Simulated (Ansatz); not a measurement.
BH$_{4}$SOF: several calculations on one system

Part 1: Relaxation

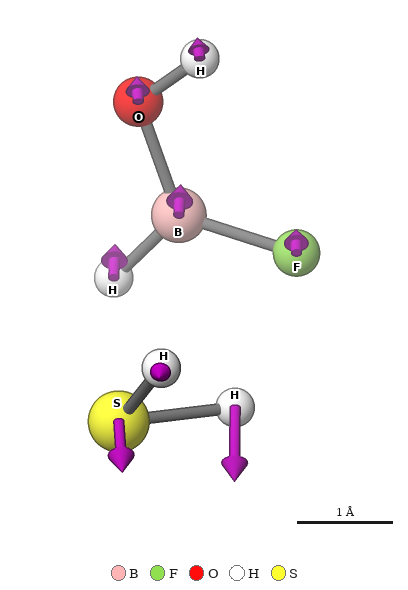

A relaxation of BH4SOF. The starting structure is drawn; purple arrows show the displacements, 3 times their true length. The two geometries are superimposed by the best rigid fit.

Style: ball-and-stick. Shown from a free direction.

The run prepares an end point of a later path (reaction) calculation, from a guessed geometry.

Method: RKS PBE0/def2-SVP in Ansatz 0.2.0.

The input:
```yaml
crystal:
  periodic: [false, false, false]
  atoms:
    - { symbol: B, position_ang: [-0.061816, -0.281054, -0.157565] }
    - { symbol: F, position_ang: [-0.056691, -0.660648, 1.120745] }
    - { symbol: O, position_ang: [1.051022, -0.432734, -0.893452] }
    - { symbol: H, position_ang: [1.796096, -0.773012, -0.384149] }
    - { symbol: H, position_ang: [-1.077962, 0.098194, -0.66574] }
    - { symbol: S, position_ang: [-0.031985, 2.493215, 1.211513] }
    - { symbol: H, position_ang: [1.20793, 2.547608, 1.742064] }
    - { symbol: H, position_ang: [-0.315793, 1.313932, 1.863683] }
basis:
  gaussian: { orbitals: def2-SVP }
hamiltonian:
  xc: pbe0
relax:
  f_tol: 0.03
  max_steps: 50
output:
  orbitals: {}
```

Command:
```bash
ansatz run input.yaml --threads 1 --pin off --max-ram 2048MiB --backend cpu --events-out ev --progress --plain --runs-dir out
```

Question: What happened in the run?

Answer: The largest move after the best rigid fit is that of H8, 0.31 Å. By element the largest moves are H 0.31 Å, S 0.24 Å, B 0.15 Å, F 0.12 Å, O 0.11 Å. Among the contacts that change: S6–H8 1.377 → 1.349 Å, B1–F2 1.333 → 1.338 Å. After 6 geometry steps the energy has fallen by 1.31 kcal/mol. The largest force component goes from 0.74 to 0.017 eV/Å. Cost: 17 s on 1 thread of AMD EPYC 7R43 64-Core Processor (Zen 3) (shared host), peak memory 0.16 GiB.

Part 2: Relaxation

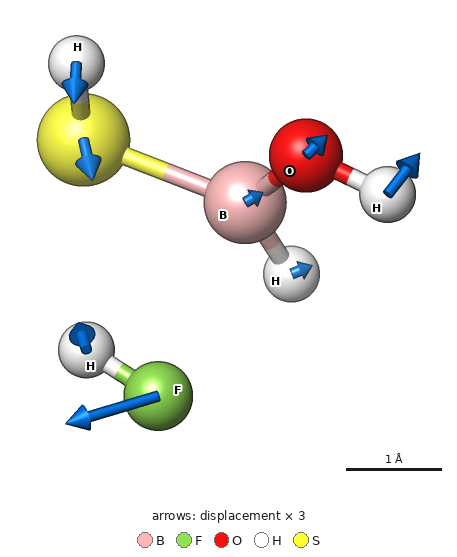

This is a relaxation of BH4SOF. The starting structure is drawn; blue arrows show the displacements, magnified 3 times. The two geometries are superimposed by the best rigid fit.

Style: ball-and-stick. Shown at a tilt.

The run prepares an end point of a later path (reaction) calculation, from a guessed geometry.

Theory: RKS PBE0/def2-SVP (Ansatz). (no spin polarisation; force threshold 0.03 eV/Å; at most 50 steps)

Describe the change and its energy.

The largest move after the best rigid fit is that of the F atom, 0.36 Å. Largest moves by element: F 0.36 Å, H 0.20 Å, S 0.17 Å, O 0.11 Å, B 0.08 Å. Near-neighbour distances that change, for instance: B–S 1.866 → 1.823 Å, F–H 0.924 → 0.933 Å. After 8 accepted moves (11 points after the start) the energy has fallen by 7.73 kJ/mol. Largest force component: 0.79 eV/Å at the start, 0.027 eV/Å at the end. The line search rejected the trial steps at points 4, 7, 10 of the run. Cost: 30 s on 1 thread of AMD EPYC 7R43 64-Core Processor (Zen 3) (shared host), peak memory 0.16 GiB.

Limits of the set-up: the start holds two separate molecules, 2.5 Å apart at their closest, whose relative position is a soft coordinate and is computed without a dispersion correction.

Part 3: Path

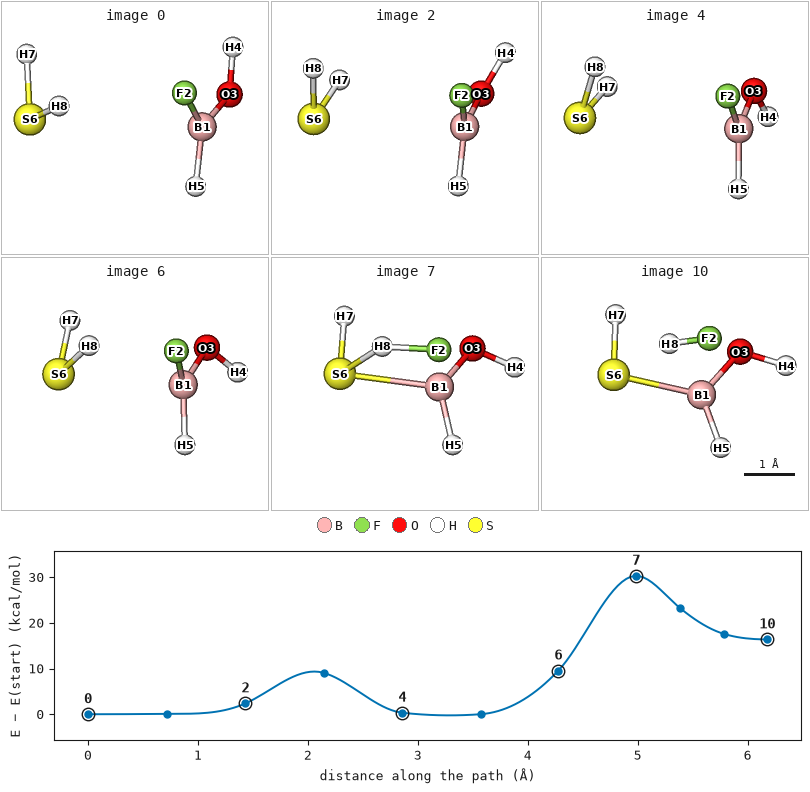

A nudged-elastic-band calculation for BH₄SOF, made up at the start of BH2OF and H₂S. Images are numbered from 0 (start) to 10 (end). The picture is a ball-and-stick view, seen at a tilt.

Method: RKS PBE0/def2-SVP (Ansatz 0.2.0). Set-up: 9 movable images; climbing image; force threshold 0.03 eV/Å; iteration limit 49; starting path through a guess of the saddle point.

**What happens along the path, and what is the barrier?**

The path has more than one stage, and so few images may leave a stage unresolved. Breaking: B1–F2 (1.34 → 1.62 at the top → 2.84 Å), S6–H8 (1.35 → 1.62 at the top → 2.27 Å). Forming: B1–S6 (3.47 → 2.02 at the top → 1.82 Å), F2–H8 (2.54 → 1.17 at the top → 0.93 Å). Forward barrier 30.3 kcal/mol, backward barrier 13.9 kcal/mol, with image 7 at the top; the reaction energy is +16.4 kcal/mol. The band converged in 39 iterations. The largest component of the band force went from 7.7 to 0.02 eV/Å. The climbing image converged on the top of the path. Its vibrational analysis gives one imaginary mode (890i cm⁻¹), as a transition state must have.

Limits of the set-up: the start holds two separate molecules, 2.5 Å apart at their closest, whose relative position is a soft coordinate and is computed without a dispersion correction.

The run took 11 min on 1 thread of AMD EPYC 7R43 64-Core Processor (Zen 3), with other jobs on the host, peak memory 0.17 GiB.
